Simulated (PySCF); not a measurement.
# BrH₄P, SMILES `Br.P`: electronic structure

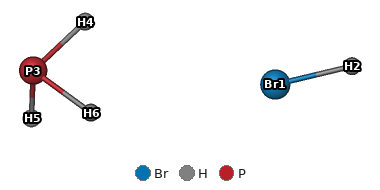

The molecule, with its atoms numbered as below. The pair's geometry is semi-empirical, so its contact may be too short or too long.

Cartesian coordinates (Å):

```
Br1     -1.3545   -0.0169    0.0073
H2      -2.6740    0.4180   -0.1622
P3       2.8904    0.0584   -0.0533
H4       2.0054    0.7801    0.7316
H5       2.8538   -1.0273    0.8083
H6       1.8662   -0.4545   -0.8326
```

Part 1: Bonding charge

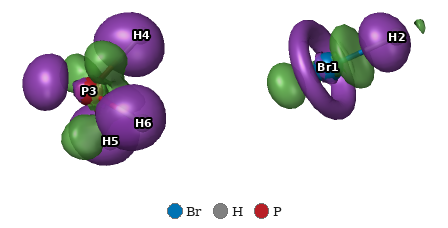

Deformation density (molecule less spherical, spin-averaged free atoms at the same positions), surfaces at ±0.08 e/Å³; purple: gain, green: loss.

Level of theory: TPSS/def2-SVP (PySCF), at a geometry from GFN2-xTB.

Describe the bonding that the map shows.

Answer. Br1–H2: +0.28 e/Å³ at the bond critical point (bond length 1.40 Å, Mayer order 1.0). P3–H4: +0.16 e/Å³ at the bond critical point (bond length 1.39 Å, Mayer order 1.0). P3–H6: +0.16 e/Å³ at the bond critical point (bond length 1.39 Å, Mayer order 1.0). P3–H5: +0.16 e/Å³ at the bond critical point (bond length 1.39 Å, Mayer order 1.0). In all, 1.2 electrons gather in the regions of gain relative to the promolecule.

Where do the Hirshfeld charges lie?

Answer. The highest Hirshfeld charge is on H2 (+0.08 e), the lowest on Br1 (−0.07 e).

```csv
atom,charge (e)
Br1,−0.07
H2,+0.08
P3,+0.06
H4,−0.02
H5,−0.02
H6,−0.02
```

Part 2: Electrostatic potential

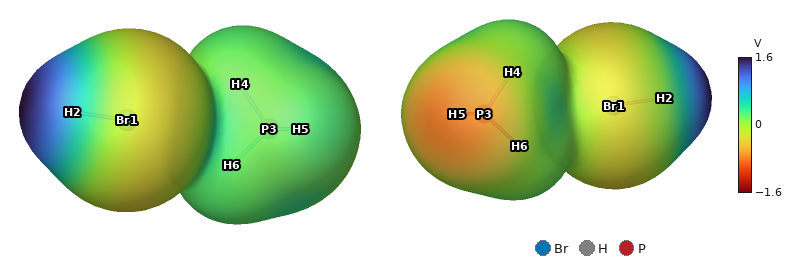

Electrostatic potential on the surface of electron density 0.001 a.u. (back view left, front view right).

Where are the extremes of the potential on the surface?

Answer. Highest: 1.60 V, 1.3 Å from H2. Further maxima include 0.47 V, 1.9 Å from H6; 0.46 V, near H4 (1.84 Å) and H5 (1.97 Å), over P3 (2.1 Å), and at like points elsewhere. Lowest: −0.92 V, 2.4 Å from P3. Further minima include −0.37 V, 2.2 Å from Br1; −0.37 V, 2.2 Å from Br1. The surface is sampled at points, so like sites can differ by a few per cent and only the strongest of them is named.

What volume does the surface enclose, and what is the dipole moment?

Answer. About 103 Å³; the dipole moment is 1.8 D.

Part 3: Weak contacts

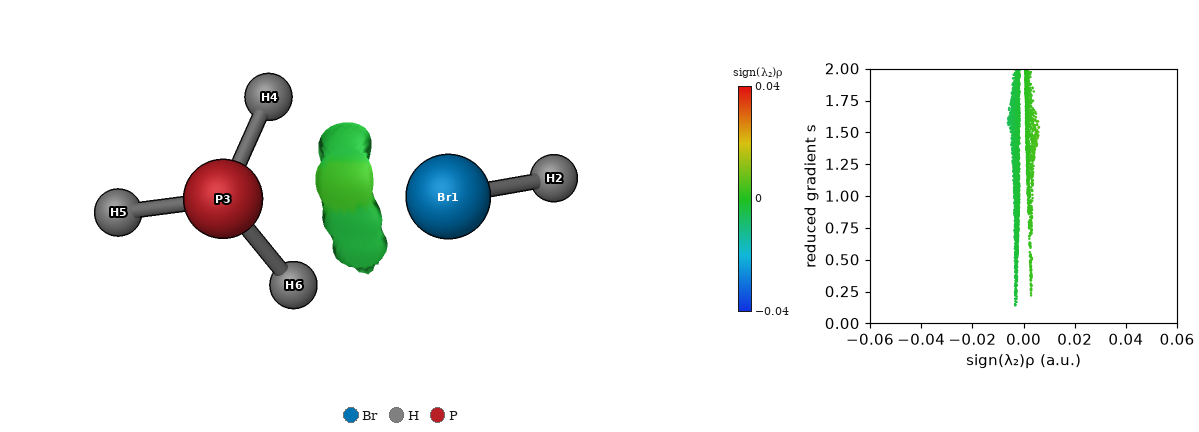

Non-covalent interaction surfaces between the fragments (reduced density gradient s = 0.5, coloured by sign(λ₂)ρ in a.u.; trimmed to the region between the fragments where ρ is under 0.06 a.u.). Fragment A: HBr (atoms 1–2); fragment B: PH3. The plot gives s against sign(λ₂)ρ for grid points between the fragments.

Computed with PySCF, TPSS/def2-SVP, geometry: GFN2-xTB.

Interpret the surfaces between the fragments.

Answer. Bond critical points between the fragments: Br1···H6, 3.36 Å, ρ = 0.003 a.u. It is weak and appears green (van der Waals range). The pose is a local one from a semi-empirical search, not shown to be the most stable.

How strongly are they bound?

Answer. The counterpoise-corrected interaction energy of the frozen fragments is +0.1 kcal/mol without dispersion correction and −0.9 kcal/mol with D3(BJ). The pair geometry is semi-empirical, not a minimum at this level.

Part 4: Binding density

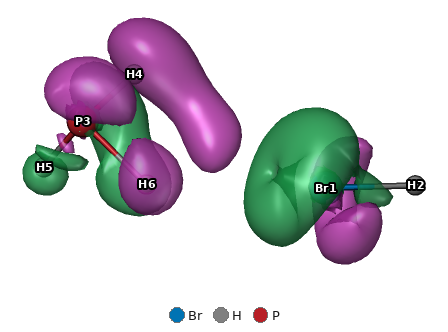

Density of the complex less the densities of the two fragments at the same geometry, ±0.0003 e/Å³ (green: gain, purple: loss). Fragment A: HBr (atoms 1–2); fragment B: PH3.

Which way does charge flow?

Answer. Hirshfeld charges show almost no net transfer (under 0.005 e). 0.01 e is displaced in all, which induces a dipole of 0.02 D.
